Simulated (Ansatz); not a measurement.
## Group exchange: C3H6 + C2H11NSi2 → C2H6Si + C3H11NSi

Gas-phase species: C3H6 (propene) `C=CC`, singlet; C2H11NSi2 `C[SiH2]N(C)[SiH3]`, singlet; C2H6Si (vinylsilane) `C=C[SiH3]`, singlet; C3H11NSi `C[SiH2]N(C)C`, singlet. The partners trade CH3 for SiH3: C–CH3 and N–SiH3 bonds give way to C–SiH3 and N–CH3.

Shapes, held fixed at every level: PBE0-D4/def2-TZVP. Flexible molecules stand in one conformer, not always the lowest. Programs: Ansatz 0.2.0. The zero-point and thermal change to 298 K, harmonic and unscaled (PBE0-D4/def2-TZVP), is -0.9 kJ/mol.

```json
{"level": "HF/def2-SVP", "kind": "Hartree–Fock", "ΔH(298 K) (kJ/mol)": "+88.1", "less CCSD(T)/CBS estimate": "-5.8"}
{"level": "PBE0-D4/def2-TZVPP", "kind": "global hybrid", "ΔH(298 K) (kJ/mol)": "+89.3", "less CCSD(T)/CBS estimate": "-4.6"}
{"level": "wB97X-V/def2-TZVPP", "kind": "range-separated hybrid", "ΔH(298 K) (kJ/mol)": "+90.2", "less CCSD(T)/CBS estimate": "-3.7"}
{"level": "MP2/def2-SVP", "kind": "perturbation theory", "ΔH(298 K) (kJ/mol)": "+89.3", "less CCSD(T)/CBS estimate": "-4.6"}
{"level": "CCSD/def2-SVP", "kind": "coupled cluster or CI", "ΔH(298 K) (kJ/mol)": "+85.9", "less CCSD(T)/CBS estimate": "-8.0"}
{"level": "CCSD(T)/def2-TZVPP", "kind": "coupled cluster or CI", "ΔH(298 K) (kJ/mol)": "+92.0", "less CCSD(T)/CBS estimate": "-1.9"}
{"level": "CCSD(T)/CBS estimate", "kind": "coupled cluster or CI", "ΔH(298 K) (kJ/mol)": "+93.9", "less CCSD(T)/CBS estimate": "0.0"}
```

The highest level, CCSD(T)/CBS estimate, gives ΔH(298 K) = +93.9 kJ/mol; the levels span +85.9 to +93.9. The column of differences is taken from that level and isn't an error. No measured value is set beside it here. The CBS estimate extrapolates MP2 from def2-TZVPP and def2-QZVPP and adds CCSD(T) − MP2 in the triple-zeta set, cores frozen.

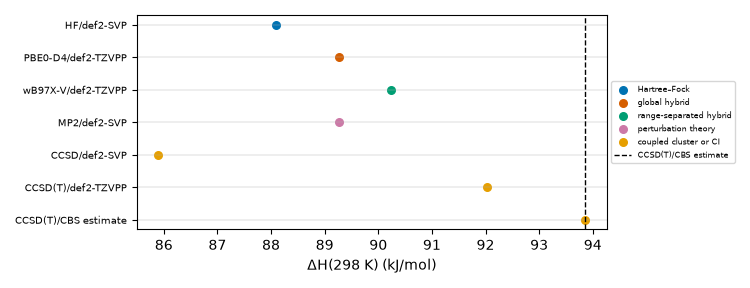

The values of the table, level by level.
